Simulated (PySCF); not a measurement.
Pt(Cl)4, SMILES [Cl][Pt-2]([Cl])([Cl])[Cl] (Cl4Pt (anion, charge -2)), PBE0/def2-SVP optimised geometry. Atoms within 1.6 Å of the plane z = 0.0 Å (x, y, z in Å): Pt1 (0.00, 0.00, 0.00), Cl2 (0.00, 2.37, 0.00), Cl3 (-2.37, 0.00, 0.00), Cl4 (0.00, -2.37, 0.00), Cl5 (2.37, 0.00, 0.00).

Computed with PySCF with PBE0/def2-TZVPD, def2 effective core potentials past Kr. The core electrons that the potentials of Pt replace are not part of the density. Cells within 0.4 Å of a nucleus heavier than hydrogen are left out (blank, or x).

Map of the deformation density (molecule minus spherical neutral atoms) (e/bohr³), clipped to [-0.15, 0.15] on the plane z = 0.0 Å:

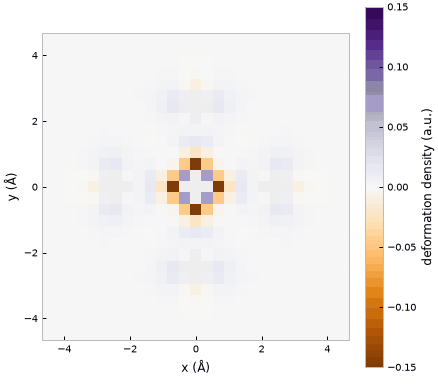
Deformation density (molecule minus spherical neutral atoms) (e/bohr³), clipped to [-0.15, 0.15] on the plane z = 0.0 Å.
